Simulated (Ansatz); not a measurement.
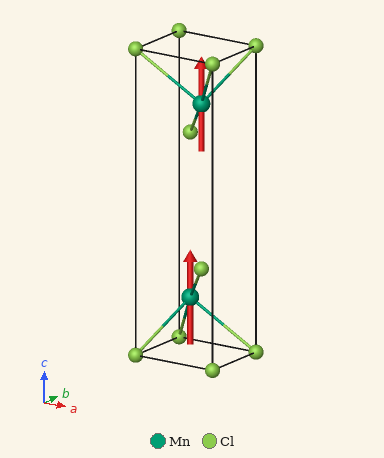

Crystal structure, ball-and-stick style, seen slightly off an axis. One simulation cell is framed, with atoms on its boundary repeated. Arrows are the site magnetic moments above 0.25 μB (those induced on non-metal atoms are left out); longer means larger, and red and blue are up and down (without spin-orbit coupling the axis itself is arbitrary).

This is the state reached for Mn2Cl3. Results below were computed with DFT PBE, scalar-relativistic, plane waves, PAW (Ansatz 0.2.0); the settings were plane waves up to 420 eV, a 12×12×4 grid in reciprocal space, Gaussian smearing of 0.1 eV, collinear spins.

Q: Classify the order and state the moments.

A: Ferromagnetic (within this cell). Site moments: 2 Mn +4.0 μB. The net spin moment of the whole cell is 9.0 μB, including what lies between the atoms and on sites without an arrow.

Origin of the cell: a textbook structure type filled with these elements (whether it is the usual form wasn't checked). The final geometry of a relaxation with Ansatz 0.2.0, DFT PBE, scalar-relativistic, plane waves, PAW is shown.
